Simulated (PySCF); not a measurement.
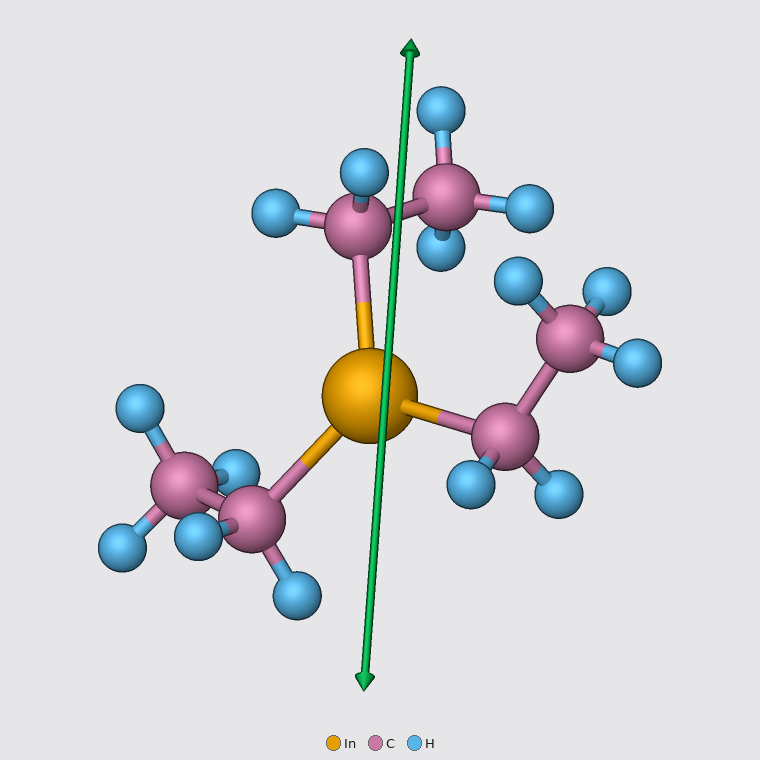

The double arrow shows the direction of the transition dipole to excited singlet state 9 (its length means nothing). Computed geometry: PBE0-D3(BJ)/def2-SVP optimisation. No frequency run is at hand to confirm it as a minimum. Properties computed with TDDFT CAM-B3LYP/def2-SVPD, vertical, gas phase, core orbitals frozen in the response, core potentials on In (PySCF 2.14.0).

### Where does the transition lie, and how strong is it?

7.33 eV (169 nm), oscillator strength 0.11, mainly HOMO → LUMO+4 (weight 0.70); transition dipole 1.96 D.
